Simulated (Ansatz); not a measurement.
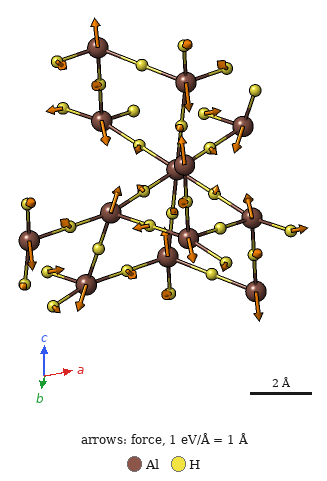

Starting geometry of crystalline Al7H15 (a generated structure, set up in R-3) (coarse preliminary run) with the computed forces as orange arrows. A ball-and-stick model of the atoms within 5.8 Å of the atom that moves most (axes of the conventional cell (3 times the calculation's cell)), seen from a free direction. Lengths and directions refer to the drawn axes.

Method: Ansatz, DFT PBE, scalar-relativistic, plane waves, PAW.

The input:
```yaml
crystal:
  lattice:
    - [4.48588502, 2.58992692, 5.66641416]
    - [-4.48588502, 2.58992692, 5.66641416]
    - [0.0, -5.17985385, 5.66641416]
  atoms:
    - { symbol: Al, position: [0.4157399, 0.14013048, 0.81313237] }
    - { symbol: Al, position: [0.81313237, 0.4157399, 0.14013048] }
    - { symbol: Al, position: [0.14013048, 0.81313237, 0.4157399] }
    - { symbol: Al, position: [0.5842601, 0.85986952, 0.18686763] }
    - { symbol: Al, position: [0.18686763, 0.5842601, 0.85986952] }
    - { symbol: Al, position: [0.85986952, 0.18686763, 0.5842601] }
    - { symbol: Al, position: [0.0, 0.0, 0.0] }
    - { symbol: H, position: [0.5, 0.0, 0.0] }
    - { symbol: H, position: [0.30130376, 0.36219529, 0.83650094] }
    - { symbol: H, position: [0.63780471, 0.16349906, 0.69869624] }
    - { symbol: H, position: [0.20786995, 0.07006524, 0.90656618] }
    - { symbol: H, position: [0.69869624, 0.63780471, 0.16349906] }
    - { symbol: H, position: [0.0, 0.5, 0.0] }
    - { symbol: H, position: [0.83650094, 0.30130376, 0.36219529] }
    - { symbol: H, position: [0.90656618, 0.20786995, 0.07006524] }
    - { symbol: H, position: [0.36219529, 0.83650094, 0.30130376] }
    - { symbol: H, position: [0.16349906, 0.69869624, 0.63780471] }
    - { symbol: H, position: [0.0, 0.0, 0.5] }
    - { symbol: H, position: [0.07006524, 0.90656618, 0.20786995] }
    - { symbol: H, position: [0.79213005, 0.92993476, 0.09343382] }
    - { symbol: H, position: [0.09343382, 0.79213005, 0.92993476] }
    - { symbol: H, position: [0.92993476, 0.09343382, 0.79213005] }
basis:
  ecutwfc: 420
kpoints:
  mp_grid: { grid: [3, 3, 3] }
hamiltonian:
  xc: pbe
scf:
  occupations: { method: gaussian, width: 0.1 }
  lower_state_search: "off"
output:
  forces: true
  stress: true
  eigenvalues: true
relax:
  adjacent_minimum: "off"
  f_tol: 0.04
  max_steps: 70
  cell: { stress_tol: 0.4 }
```

Command:
```bash
ansatz run input.yaml --threads 1 --pin off --max-ram 2560MiB --backend cpu --events-out ev --progress --plain --runs-dir out
```

**Is this structure relaxed? If not, where do the atoms go?**

It isn't relaxed: the largest force vector, on Al atoms, is 1.02 eV/Å. The final displacements follow the starting forces only in part (cosine between the two patterns 0.62). Over 6 accepted moves (7 points after the start) the energy falls by 68.8 meV per atom. The largest force component goes from 0.97 to 0.014 eV/Å. The pressure goes from 3.02 to 0.01 GPa. At 1 point the geometry stayed and the basis and grid were re-selected for the new cell (energy shift of 0.7 meV per atom at most each time). The largest moves relative to the cell, 0.41 Å, are those of H11, H15, H19, H20, H21 and H22. H20 goes along [−3 0 1]. Largest moves by element: H 0.41 Å, Al 0.20 Å. The drawn cell changes as follows: a = b 8.972 → 8.755 Å (−2.4 %), c 16.999 → 18.320 Å (+7.8 %); the volume changes by +2.6 %. Near-neighbour distances that change, for instance: Al1–H10 1.690 → 1.821 Å, Al7–H11 1.710 → 1.771 Å, Al1–H8 1.674 → 1.729 Å, Al1–H11 1.710 → 1.748 Å. Bond angles that change, for instance: Al4–H20–Al7 180.0° → 159.1°, H16–Al3–H18 113.9° → 95.6°, H16–Al3–H19 90.6° → 107.8°. The space group stays R-3 (No. 148).
